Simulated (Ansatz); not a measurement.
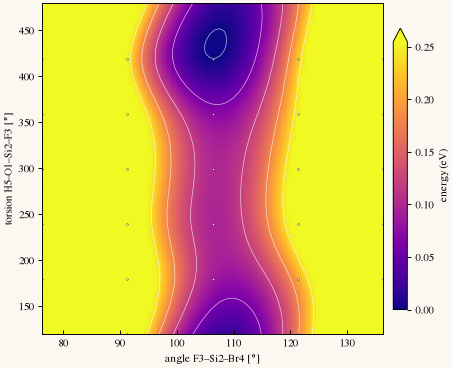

BrFH2OSi, SMILES O[SiH](F)Br. 
- Two internal coordinates are moved rigidly from the geometry relaxed at PBE0-D4/def2-TZVP, all others fixed.
- Coordinates scanned: (1) angle F3–Si2–Br4; (2) torsion H5–O1–Si2–F3.
- Grid: 5 × 6 points.
- Points are written as (first, second).
- Energies: eV, counted from the lowest grid point.
- The calculation used RKS PBE-D4/def2-TZVPP (Ansatz 0.2.0).

The picture shows a smooth colour map with a few white contour lines, dots at the grid points, one colour for all values above the top of the scale. Between grid points the surface is interpolated.

Where is the minimum, and how stiff is the well along each coordinate?

Answer. The interpolated minimum is at angle F3–Si2–Br4 ≈ 106.2°, torsion H5–O1–Si2–F3 ≈ 433°. The curvatures there are about 6.5 eV/rad² and 0.12 eV/rad², with a cross term of about −0.22 eV/rad². Round the minimum the valley is somewhat tilted: raising angle F3–Si2–Br4 shifts the best value of torsion H5–O1–Si2–F3 upwards (coupling k₁₂/√(k₁₁k₂₂) about −0.2).
